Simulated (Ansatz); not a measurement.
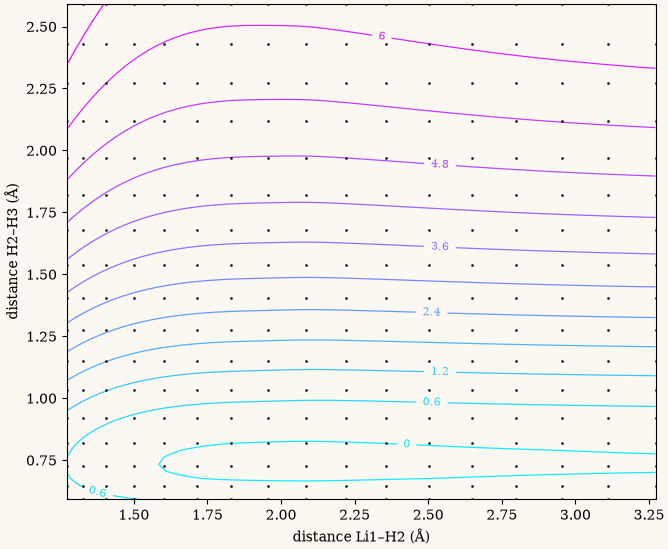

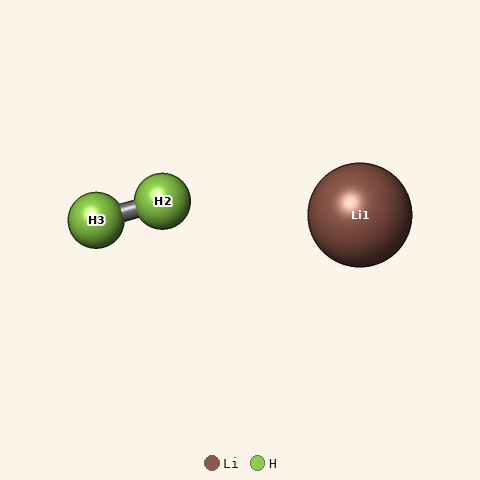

Energy landscape of the system Li⁺ + H₂. First axis: distance Li1–H2. Second axis: distance H2–H3. Nothing is relaxed (the angle Li1–H2–H3 is fixed at 160 degrees). The grid has 17 × 17 points. Energies: eV, counted from Li with charge +1 far from the relaxed HH (each part in its own basis). The reference is spin-restricted, so regions where a bond is pulled apart into radicals lie too high. These are results of RKS BHLYP-D4/aug-cc-pVTZ (Ansatz), not measurements.

Drawn: contour lines labelled in eV, dots at the grid points. Between grid points the surface is interpolated. The second picture is the structure at the lowest point.

### What does the map say about the system?

The lowest grid point is at distance Li1–H2 = 2.084 Å, distance H2–H3 = 0.726 Å, −0.12 eV from Li with charge +1 far from the relaxed HH (each part in its own basis). The highest grid point, distance Li1–H2 = 1.272 Å, distance H2–H3 = 2.592 Å, lies 7.1 eV above the lowest.

The input of one point:

```yaml
crystal:
  periodic: [false, false, false]
  atoms:
    - { symbol: Li, position_ang: [-2.084, 0.0, 0.0] }
    - { symbol: H, position_ang: [0.0, 0.0, 0.0] }
    - { symbol: H, position_ang: [0.682217, 0.248307, 0.0] }
total_charge: 1
basis:
  gaussian: { orbitals: aug-cc-pVTZ }
hamiltonian:
  xc: { name: BHLYP }
  dispersion: d4
output:
  forces: true
```

Time for the 289 points that were run: 2.4 min on 1 thread of Intel(R) Xeon(R) 6975P-C (Granite Rapids) (shared host).
